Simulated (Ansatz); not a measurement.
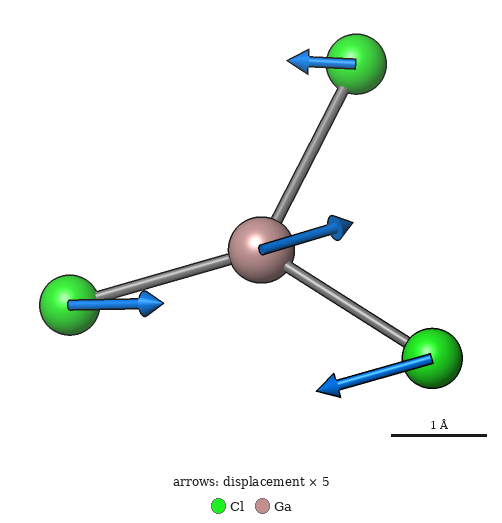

A relaxation of GaCl3 (coarse preliminary run). The starting structure is drawn; blue arrows show the displacements, magnified 5 times. The two geometries are superimposed by the best rigid fit.

The picture is a ball-and-stick view, seen at a tilt.

The start comes from a force field.

All numbers below come from Ansatz, RKS PBE-D4/def2-SVP.

The input:
```yaml
crystal:
  periodic: [false, false, false]
  atoms:
    - {symbol: Cl, position_ang: [0.920400, 0.172300, 2.058000]}
    - {symbol: Ga, position_ang: [0.090300, 0.182900, -0.111600]}
    - {symbol: Cl, position_ang: [-0.075300, -2.106700, -0.618700]}
    - {symbol: Cl, position_ang: [-0.879900, 1.691100, -1.348000]}
basis:
  gaussian: {orbitals: def2-SVP}
hamiltonian: {xc: pbe, dispersion: d4}
relax: {f_tol: 0.03, max_steps: 200}
```

What happened in the run?

After 3 geometry steps the energy has fallen by 0.644 eV. The largest force component goes from 2 to 0.0035 eV/Å. The atom that moves furthest after the best rigid fit is Cl1 (0.26 Å). By element the largest moves are Cl 0.26 Å, Ga 0.24 Å. Some distances before and after: Ga2–Cl3 2.351 → 2.138 Å, Cl1–Ga2 2.323 → 2.138 Å, Ga2–Cl4 2.178 → 2.138 Å. Among the angles between lasting bonds that change: Cl1–Ga2–Cl3 102.8° → 120.0°, Cl1–Ga2–Cl4 133.8° → 120.0°.
